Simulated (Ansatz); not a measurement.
**CH5GaO (SMILES C[O][GaH2]): r2SCAN/cc-pVDZ**

What is the vertical ionisation energy of CH5GaO at r2SCAN/cc-pVDZ? 

The results are computed with Ansatz 0.2.0.

56 further runs of the same task are left out: 56 set aside as unsound or not needed.

### Step 1. Starting point

CH5GaO: 8 atoms, total charge 0, spin state singlet. SMILES: `C[O][GaH2]`. The shape is that of a PBE0-D4/def2-TZVP optimisation.

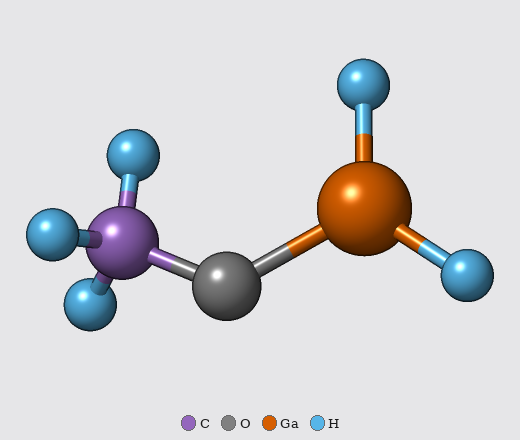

The structure, seen from a chosen angle (carbon purple, oxygen grey, gallium orange, hydrogen blue).

### Step 2. A single-point energy at r2SCAN/cc-pVDZ

Input file job.yaml:

```yaml
basis:
  gaussian: {orbitals: cc-pVDZ}
crystal:
  periodic: [false, false, false]
  atoms:
    - {symbol: C, position_ang: [-0.616800, 0.972600, -0.422900]}
    - {symbol: O, position_ang: [-0.705300, -0.273500, 0.213500]}
    - {symbol: Ga, position_ang: [0.703200, -1.302000, 0.579300]}
    - {symbol: H, position_ang: [-1.200200, 0.962000, -1.350600]}
    - {symbol: H, position_ang: [0.414200, 1.256200, -0.676600]}
    - {symbol: H, position_ang: [-1.030600, 1.754200, 0.224300]}
    - {symbol: H, position_ang: [2.093900, -0.732800, 0.142900]}
    - {symbol: H, position_ang: [0.341700, -2.636700, 1.290100]}
hamiltonian: {xc: {name: r2SCAN}}
accuracy: high
output: {orbitals: {seedname: orbitals}}
```

Command:

```console
$ ansatz run job.yaml --threads 1 --pin off --max-ram 3480MiB --events-out events.jsonl --progress --plain --runs-dir runs
```

Standard output:

```text
Warning: RAYON_NUM_THREADS=1 ignored (pool sized by the plan → 1); use --threads N
Functional definition: r2SCAN
  name "r2SCAN"
  parameter k0 = 0.174
  parameter k1 = 0.065
  parameter a1 = 4.9479
  exchange = r2scan_x(k0 = k0, k1 = k1, a1 = a1)
  correlation = r2scan_c
1865 factors; integrals over basis functions are off by at most 4.4e-9 eV
mean field evaluation 1: about -55534.5897 eV, gradient 5.2e1 eV
mean field evaluation 2: about -55484.0697 eV, gradient 1.5e2 eV
mean field evaluation 4: about -55540.3271 eV, gradient 9.7e0 eV
mean field evaluation 8: about -55540.5232 eV, gradient 3.4e-1 eV
mean field evaluation 16: about -55540.5234 eV, gradient 1.9e-5 eV
mean field -55540.52344808 eV, -2041.0765899981 hartree, gradient 7.6e-9 eV, S^2 0.000000; 0 other end points of the search recorded, 0 dependent functions left out
reference -55540.52344897 eV, -2041.0765900308 hartree; 25, 25 occupied and 55, 55 virtual orbitals, 1865 factors
Total energy: -55540.52344897 eV, -2041.0765900308 hartree
```

Run time: 12 s. Hardware: 1 thread of Arm Neoverse V1, shared host; peak memory 0.25 GiB.

### Step 3. The doublet cation

Input file in.yaml:

```yaml
crystal:
  periodic: [false, false, false]
  atoms:
    - symbol: C
      position_ang: [-0.616800, 0.972600, -0.422900]
    - symbol: O
      position_ang: [-0.705300, -0.273500, 0.213500]
    - symbol: Ga
      position_ang: [0.703200, -1.302000, 0.579300]
    - symbol: H
      position_ang: [-1.200200, 0.962000, -1.350600]
    - symbol: H
      position_ang: [0.414200, 1.256200, -0.676600]
    - symbol: H
      position_ang: [-1.030600, 1.754200, 0.224300]
    - symbol: H
      position_ang: [2.093900, -0.732800, 0.142900]
    - symbol: H
      position_ang: [0.341700, -2.636700, 1.290100]
basis:
  gaussian: {orbitals: cc-pVDZ}
total_charge: 1
magnetization: {spin_polarized: true, initial_magnetization: 1}
hamiltonian: {xc: {name: r2SCAN}}
accuracy: high
output: {orbitals: {seedname: orbitals}}
```

Command:

```console
$ ansatz run in.yaml --threads 1 --pin off --max-ram 3480MiB --events-out events.jsonl --progress --plain --runs-dir runs
```

Standard output:

```text
Warning: RAYON_NUM_THREADS=1 ignored (pool sized by the plan → 1); use --threads N
Functional definition: r2SCAN
  name "r2SCAN"
  parameter k0 = 0.174
  parameter k1 = 0.065
  parameter a1 = 4.9479
  exchange = r2scan_x(k0 = k0, k1 = k1, a1 = a1)
  correlation = r2scan_c
1862 factors; integrals over basis functions are off by at most 4.5e-9 eV
mean field evaluation 1: about -55511.2076 eV, gradient 6.4e1 eV
mean field evaluation 2: about -55304.8671 eV, gradient 1.6e2 eV
mean field evaluation 4: about -55523.2500 eV, gradient 4.0e1 eV
mean field evaluation 8: about -55526.7340 eV, gradient 2.2e1 eV
mean field evaluation 16: about -55530.5701 eV, gradient 4.3e-1 eV
mean field evaluation 32: about -55530.5140 eV, gradient 2.7e0 eV
mean field -55530.59140983 eV, -2040.7115943245 hartree, gradient 6.7e-8 eV, S^2 0.757345; 6 other end points of the search recorded, 0 dependent functions left out
reference -55530.59141320 eV, -2040.7115944483 hartree; 25, 24 occupied and 55, 56 virtual orbitals, 1862 factors
Total energy: -55530.59141320 eV, -2040.7115944483 hartree
```

It took 59 s on 1 thread of Arm Neoverse V1, shared host; peak memory 0.39 GiB.

### Step 4. Results

At r2SCAN/cc-pVDZ:

| quantity | value |
| --- | --- |
| singlet CH5GaO: total energy | -2041.07659 Eh |
| singlet CH5GaO: HOMO energy | -6.55 eV |
| singlet CH5GaO: LUMO energy | -1.60 eV |
| singlet CH5GaO: HOMO–LUMO gap | 4.95 eV |
| doublet cation: total energy | -2040.71159 Eh |
| doublet cation: HOMO energy (highest over α and β) | -13.44 eV |
| doublet cation: LUMO energy (lowest over α and β) | -13.13 eV |
| doublet cation: ⟨S²⟩ | 0.757 |
| vertical ionisation energy (to the doublet cation) | 9.932 eV |

Removing an electron at fixed nuclei costs 9.93 eV (229 kcal/mol). The negative HOMO energy of the first species, 6.55 eV, lies 3.39 eV below that difference.
